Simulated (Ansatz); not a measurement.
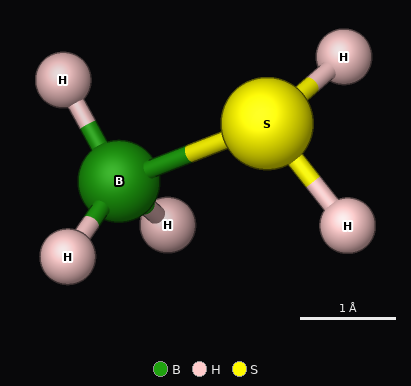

*The structure as given in the input (ball-and-stick view, seen at a tilt).*

Bond lengths as drawn: B–H 1.22 Å, B–S 2.06 Å and H–S 1.37 Å.

# Nudged elastic band, with input and output: BH₅S

- system: BH₅S
- method: RKS BLYP/def2-SVP (Ansatz 0.2.0)

It belongs to a series of runs on one base structure; here: band between the two ends.

Log:
```
Engine: ansatz 0.2.0, aarch64-unknown-linux-gnu
Functional definition: BLYP
  parameter beta = 0.0042
  parameter a = 0.04918
  parameter b = 0.132
  parameter c = 0.2533
  parameter d = 0.349
  exchange = b88_x(beta = beta)
  correlation = lyp_c(a = a, b = b, c = c, d = d)
649 factors; their error is unknown
mean field evaluation 1: about -11582.9078 eV, gradient 3.4e1 eV
mean field evaluation 2: about -11576.8215 eV, gradient 5.0e1 eV
mean field evaluation 4: about -11587.4586 eV, gradient 2.6e0 eV
mean field evaluation 8: about -11587.4815 eV, gradient 1.3e-2 eV
mean field -11587.45604285 eV, -425.8311553150 hartree, gradient 5.4e-5 eV, S^2 0.000000; 0 other end points of the search recorded, 0 dependent functions left out
the calculation of the forces begins
reference -11587.45633693 eV, -425.8311661222 hartree; 13, 13 occupied and 44, 44 virtual orbitals, 649 factors
649 factors; their error is unknown
mean field evaluation 16: about -11584.9084 eV, gradient 2.7e1 eV
mean field -11587.80282325 eV, -425.8438992596 hartree, gradient 2.9e-5 eV, S^2 0.000000; 0 other end points of the search recorded, 0 dependent functions left out
[... from here on the field's lines of each further geometry are left out, up to the last ...]
NEB iter   1: max|band force component| = 6.622e0 eV/Å  barrier→ = 2.9279 eV  barrier← = 3.2747 eV  Δτ_max = 0.1963 Å  (208 SCF iters)
NEB iter   2: max|band force component| = 4.510e0 eV/Å  barrier→ = 2.1599 eV  barrier← = 2.5066 eV  Δτ_max = 0.2000 Å  (171 SCF iters)
NEB iter   3: max|band force component| = 2.806e0 eV/Å  barrier→ = 1.6932 eV  barrier← = 2.0400 eV  Δτ_max = 0.2000 Å  (167 SCF iters)
NEB iter   4: max|band force component| = 1.635e0 eV/Å  barrier→ = 0.8642 eV  barrier← = 1.2109 eV  Δτ_max = 0.2000 Å  (164 SCF iters)
NEB iter   5: max|band force component| = 1.533e0 eV/Å  barrier→ = 0.5493 eV  barrier← = 0.8960 eV  Δτ_max = 0.0992 Å  (161 SCF iters)
NEB iter   6: max|band force component| = 7.842e-1 eV/Å  barrier→ = 0.4509 eV  barrier← = 0.7977 eV  Δτ_max = 0.0997 Å  (154 SCF iters)
NEB iter   7: max|band force component| = 9.496e-1 eV/Å  barrier→ = 0.4745 eV  barrier← = 0.8213 eV  Δτ_max = 0.0503 Å  (154 SCF iters)
NEB iter   8: max|band force component| = 6.187e-1 eV/Å  barrier→ = 0.4513 eV  barrier← = 0.7980 eV  Δτ_max = 0.0509 Å  (149 SCF iters)
NEB iter   9: max|band force component| = 3.729e-1 eV/Å  barrier→ = 0.4327 eV  barrier← = 0.7795 eV  Δτ_max = 0.0500 Å  (149 SCF iters)
NEB iter  10: max|band force component| = 1.650e-1 eV/Å  barrier→ = 0.4083 eV  barrier← = 0.7551 eV  Δτ_max = 0.0709 Å  (154 SCF iters)
NEB iter  11: max|band force component| = 8.630e-2 eV/Å  barrier→ = 0.3912 eV  barrier← = 0.7380 eV  Δτ_max = 0.0338 Å  (142 SCF iters)
NEB iter  12: max|band force component| = 5.844e-2 eV/Å  barrier→ = 0.3790 eV  barrier← = 0.7257 eV  Δτ_max = 0.0841 Å  (145 SCF iters)
NEB iter  13: max|band force component| = 1.114e-1 eV/Å  barrier→ = 0.3719 eV  barrier← = 0.7186 eV  Δτ_max = 0.0282 Å  (146 SCF iters)
the calculation of the forces begins
reference -11587.79806682 eV, -425.8437244639 hartree; 13, 13 occupied and 44, 44 virtual orbitals, 649 factors
649 factors; their error is unknown
mean field -11587.08142593 eV, -425.8173883972 hartree, gradient 1.1e-5 eV, S^2 0.000000; 1 other end points of the search recorded, 0 dependent functions left out
the calculation of the forces begins
reference -11587.08170784 eV, -425.8173987572 hartree; 13, 13 occupied and 44, 44 virtual orbitals, 649 factors
NEB iter  14: max|band force component| = 2.991e-2 eV/Å  barrier→ = 0.3746 eV  barrier← = 0.7214 eV  Δτ_max = 0.0000 Å  (273 SCF iters)
```

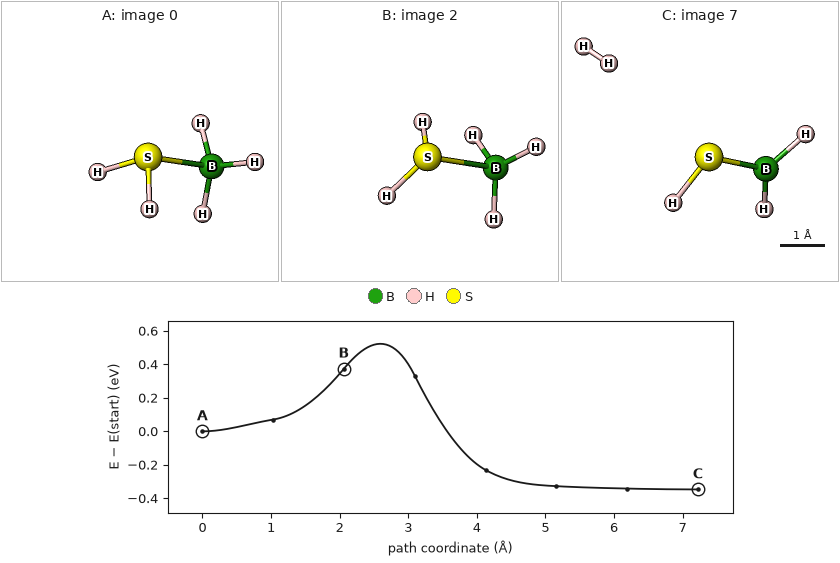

*Images of the last band (counted from 0; ball-and-stick, seen at a tilt) above the energy along the path; the line is a cubic interpolation that uses the forces.*

The highest image is number 2, 0.375 eV above the start and 0.721 eV above the end; the end lies 0.347 eV below the start. The path is 7.22 Å long. The band converged in 14 iterations.

```
Total energy: -11587.08170784 eV, -425.8173987572 hartree
Atom 0 at    -0.049871    -0.027578     0.049034 Å, force    -0.079896     0.251327     0.045661 eV/Å
Atom 1 at    -0.319808     0.270929     1.211846 Å, force    -0.011677     0.103085    -0.140321 eV/Å
Atom 2 at     1.052077     0.309907    -0.329114 Å, force     0.003851     0.039694    -0.061099 eV/Å
Atom 3 at    -0.984957    -0.074909    -0.717744 Å, force     0.003074     0.016495    -0.103531 eV/Å
Atom 4 at     0.423854    -2.200643     0.403664 Å, force    -0.016494     0.063305     0.167893 eV/Å
Atom 5 at    -0.847254    -2.701091     0.413137 Å, force    -0.001214     0.021168     0.041172 eV/Å
Atom 6 at     0.189959    -1.413813     1.512476 Å, force     0.102357    -0.495074     0.050224 eV/Å
Dipole moment:    -0.088907    -0.567301     0.227027 e Å
this run last wrote the band of iteration 14 to [file]
```

The last band as extended XYZ (Å, eV, eV/Å):
```
7
Properties=species:S:1:pos:R:3:forces:R:3 image=0 energy=-11587.45604
B     0.0318    0.0158    0.0713    0.0144   0.0001   0.0049
H     0.3469    0.6907    1.0402   -0.0033  -0.0023  -0.0008
H     0.8660   -0.0119   -0.8212   -0.0030  -0.0017  -0.0018
H    -1.1367    0.0542   -0.2688   -0.0079   0.0020  -0.0032
S     0.3273   -1.8666    0.8655   -0.0004   0.0032   0.0005
H    -0.2397   -2.6981   -0.0617    0.0000   0.0010   0.0006
H    -0.7317   -2.0214    1.7181    0.0002  -0.0023  -0.0002
7
Properties=species:S:1:pos:R:3:forces:R:3 image=1 energy=-11587.38548
B     0.0248    0.0259    0.0212   -0.0001   0.0024  -0.0014
H    -0.0335    0.5738    1.1089    0.0208   0.0233  -0.0077
H     1.0420    0.2173   -0.6203   -0.0059  -0.0015  -0.0241
H    -1.0164   -0.0437   -0.6069   -0.0065  -0.0007   0.0092
S     0.3582   -1.9837    0.6356    0.0015   0.0211   0.0179
H    -0.7142   -2.6582    0.1233    0.0172  -0.0010  -0.0230
H    -0.1969   -1.9686    1.8814   -0.0270  -0.0436   0.0290
7
Properties=species:S:1:pos:R:3:forces:R:3 image=2 energy=-11587.08143
B    -0.0499   -0.0276    0.0490   -0.0799   0.2513   0.0457
H    -0.3198    0.2709    1.2118   -0.0117   0.1031  -0.1403
H     1.0521    0.3099   -0.3291    0.0039   0.0397  -0.0611
H    -0.9850   -0.0749   -0.7177    0.0031   0.0165  -0.1035
S     0.4239   -2.2006    0.4037   -0.0165   0.0633   0.1679
H    -0.8473   -2.7011    0.4131   -0.0012   0.0212   0.0412
H     0.1900   -1.4138    1.5125    0.1024  -0.4951   0.0502
7
Properties=species:S:1:pos:R:3:forces:R:3 image=3 energy=-11587.12342
B     0.0554   -0.4395   -0.0602    0.1282  -0.4643  -0.0992
H    -0.2751    0.1239    1.4539    0.0687  -0.1350   0.2270
H     1.0152    0.2805   -0.2304   -0.0047  -0.0711   0.0882
H    -1.0248   -0.1187   -0.5074   -0.0183  -0.0340   0.2050
S     0.4986   -2.2750    0.1019    0.0429  -0.0761  -0.3058
H    -0.7716   -2.7447    0.2832    0.0329  -0.0286  -0.1060
H    -0.0336   -0.6637    1.5023   -0.2497   0.8090  -0.0091
7
Properties=species:S:1:pos:R:3:forces:R:3 image=4 energy=-11587.68648
B     0.0742   -0.5569   -0.3718    0.0120  -0.0328  -0.0808
H    -0.2561    0.2633    2.0912   -0.0075   0.0455   0.1293
H     1.0112    0.2037   -0.4383    0.0068  -0.0289  -0.0537
H    -1.0694   -0.1784   -0.4460    0.0004  -0.0301  -0.0113
S     0.4942   -2.2947   -0.2141    0.0017  -0.0120  -0.0383
H    -0.7666   -2.8102   -0.1064    0.0007  -0.0161  -0.0666
H    -0.0236   -0.4639    2.0286   -0.0140   0.0745   0.1212
7
Properties=species:S:1:pos:R:3:forces:R:3 image=5 energy=-11587.78343
B     0.0562   -0.5463   -0.6289    0.0061   0.0019  -0.0254
H    -0.2551    0.1783    2.8909   -0.0029   0.0096   0.0191
H     0.9785    0.2329   -0.6792    0.0000  -0.0010  -0.0052
H    -1.0969   -0.2027   -0.7266   -0.0007  -0.0043   0.0029
S     0.5140   -2.2595   -0.4058    0.0136   0.0092   0.0045
H    -0.7309   -2.8214   -0.3900   -0.0170  -0.0098  -0.0054
H    -0.0018   -0.4184    2.4829    0.0010  -0.0056   0.0095
7
Properties=species:S:1:pos:R:3:forces:R:3 image=6 energy=-11587.79776
B     0.0563   -0.4620   -0.9182   -0.0055   0.0045  -0.0085
H    -0.2343   -0.1972    3.4444    0.0023  -0.0062  -0.0019
H     0.9671    0.3208   -1.0526    0.0037  -0.0027  -0.0005
H    -1.0879   -0.1884   -1.1893   -0.0003  -0.0010  -0.0037
S     0.5127   -2.0698   -0.2851    0.0032   0.0017   0.0022
H    -0.7200   -2.6596   -0.2688   -0.0009   0.0006   0.0031
H    -0.0298   -0.5810    2.8128   -0.0024   0.0031   0.0092
7
Properties=species:S:1:pos:R:3:forces:R:3 image=7 energy=-11587.80282
B     0.0676   -0.4286   -1.1922    0.0039   0.0111  -0.0086
H    -0.2403   -0.5439    3.8532   -0.0006   0.0006   0.0039
H     0.9735    0.3350   -1.4332   -0.0081  -0.0051   0.0039
H    -1.0413   -0.2960   -1.6517    0.0072  -0.0043   0.0042
S     0.4796   -1.7850   -0.1034   -0.0012  -0.0009  -0.0018
H    -0.7340   -2.4120   -0.0606   -0.0020  -0.0006   0.0027
H    -0.0412   -0.7069    3.1310    0.0008  -0.0008  -0.0044
```

The run was set up as follows.

The input:
```yaml
crystal:
  periodic: [false, false, false]
  atoms:
    - { symbol: B, position_ang: [0.031772, 0.015819, 0.071263] }
    - { symbol: H, position_ang: [0.346928, 0.690732, 1.040222] }
    - { symbol: H, position_ang: [0.866026, -0.011938, -0.821247] }
    - { symbol: H, position_ang: [-1.136672, 0.05425, -0.268795] }
    - { symbol: S, position_ang: [0.327288, -1.866565, 0.865472] }
    - { symbol: H, position_ang: [-0.239676, -2.698107, -0.061685] }
    - { symbol: H, position_ang: [-0.731666, -2.02139, 1.718069] }
basis:
  gaussian: { orbitals: def2-SVP }
hamiltonian:
  xc: blyp
neb:
  order_check: false
  images: 6
  f_tol: 0.03
  max_iterations: 60
  climbing: false
  final_atoms:
    - { symbol: B, position_ang: [0.06764473, -0.42857206, -1.19216476] }
    - { symbol: H, position_ang: [-0.2402648, -0.5438793, 3.85319513] }
    - { symbol: H, position_ang: [0.97346242, 0.33503884, -1.43316835] }
    - { symbol: H, position_ang: [-1.04128426, -0.29595848, -1.65165358] }
    - { symbol: S, position_ang: [0.47957023, -1.78495042, -0.10335408] }
    - { symbol: H, position_ang: [-0.73397749, -2.41195361, -0.06057817] }
    - { symbol: H, position_ang: [-0.04115083, -0.70692397, 3.13102282] }
  initial_path:
    images:
      - { positions_ang: [[0.031772, 0.015819, 0.071263], [0.346928, 0.690732, 1.040222], [0.866026, -0.011938, -0.821247], [-1.136672, 0.05425, -0.268795], [0.327288, -1.866565, 0.865472], [-0.239676, -2.698107, -0.061685], [-0.731666, -2.02139, 1.718069]] }
      - { positions_ang: [[0.0037664, 0.01264154, 0.0517312], [0.23197311, 0.49315568, 1.1838311], [0.89203344, 0.01583733, -0.75775607], [-1.1255996, 0.01828057, -0.35917667], [0.28745477, -1.9221334, 0.81373153], [-0.31740871, -2.76257069, -0.09203101], [-0.50821941, -1.69241003, 1.70296891]] }
      - { positions_ang: [[-0.0242392, 0.00946408, 0.03219941], [0.11701822, 0.29557936, 1.3274402], [0.91804089, 0.04361265, -0.69426514], [-1.1145272, -0.01768885, -0.44955833], [0.24762153, -1.97770181, 0.76199105], [-0.39514143, -2.82703437, -0.12237701], [-0.28477281, -1.36343006, 1.68786882]] }
      - { positions_ang: [[-0.0522448, 0.00628662, 0.01266761], [0.00206334, 0.09800304, 1.4710493], [0.94404833, 0.07138798, -0.63077421], [-1.1034548, -0.05365828, -0.53994], [0.2077883, -2.03327021, 0.71025058], [-0.47287414, -2.89149806, -0.15272302], [-0.06132622, -1.03445009, 1.67276874]] }
      - { positions_ang: [[-0.04712013, -0.05719782, -0.16782207], [-0.08182135, -0.07837, 1.8729026], [0.95939639, 0.1209561, -0.71819155], [-1.08982798, -0.10368806, -0.73749122], [0.2295429, -2.02161098, 0.57184685], [-0.54348864, -2.85061901, -0.1525649], [0.0373188, -0.84666923, 1.87461928]] }
      - { positions_ang: [[-0.00886517, -0.18098923, -0.50926963], [-0.13463583, -0.23353976, 2.53300011], [0.96408507, 0.19231702, -0.95651715], [-1.07364674, -0.1677782, -1.04221201], [0.31288534, -1.94272413, 0.34677987], [-0.60698492, -2.70439721, -0.12190266], [0.01116226, -0.80008748, 2.29342046]] }
      - { positions_ang: [[0.02938978, -0.30478064, -0.8507172], [-0.18745031, -0.38870953, 3.19309762], [0.96877375, 0.26367793, -1.19484275], [-1.0574655, -0.23186834, -1.34693279], [0.39622779, -1.86383727, 0.12171289], [-0.67048121, -2.55817541, -0.09124041], [-0.01499429, -0.75350572, 2.71222164]] }
      - { positions_ang: [[0.06764473, -0.42857206, -1.19216476], [-0.2402648, -0.5438793, 3.85319513], [0.97346242, 0.33503884, -1.43316835], [-1.04128426, -0.29595848, -1.65165358], [0.47957023, -1.78495042, -0.10335408], [-0.73397749, -2.41195361, -0.06057817], [-0.04115083, -0.70692397, 3.13102282]] }
```

Launched with:
```bash
ansatz run input.yaml --threads 1 --pin off --max-ram 2048MiB --backend cpu --events-out ev --progress --plain --runs-dir out
```

Summary:

```json
{"quantity": "outcome", "value": "converged"}
{"quantity": "barrier, forward", "value": "0.375 eV"}
{"quantity": "barrier, backward", "value": "0.721 eV"}
{"quantity": "hardware", "value": "1 thread of Arm Neoverse V2, 24 GiB of memory available, shared host"}
{"quantity": "wall time", "value": "73 s"}
{"quantity": "peak memory", "value": "0.097 GiB"}
```

Remarks:

The order of the saddle point was not checked.
